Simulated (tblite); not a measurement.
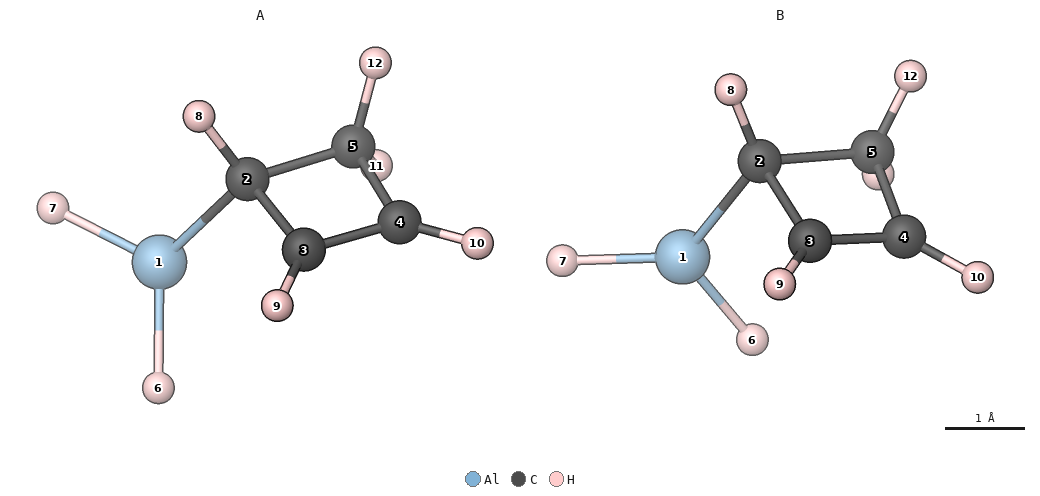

Two geometries of C4H7Al, drawn at one scale. One is the start of a relaxation, the other its converged end. A ball-and-stick model, seen at a tilt.

Theory: tblite, GFN2-xTB geometry optimisation, gas phase. 

**Which geometry has the lower energy?**

Structure B is the relaxed one. After 79 geometry steps the energy has fallen by 45.3 kJ/mol. H6 moves most after the best rigid fit: 1.29 Å. By element the largest moves are H 1.29 Å, C 0.29 Å, Al 0.18 Å. Among the contacts that change: C2–C5 1.473 → 1.569 Å, Al1–H6 1.598 → 1.549 Å, Al1–H7 1.592 → 1.549 Å, C2–C3 1.471 → 1.511 Å. Bond angles that change, for instance: Al1–C2–H8 111.1° → 128.2°, Al1–C2–C5 118.0° → 103.9°, C2–Al1–H7 116.2° → 127.8°. Cost: 0.58 s on 1 thread of Arm Neoverse N1 (shared host).
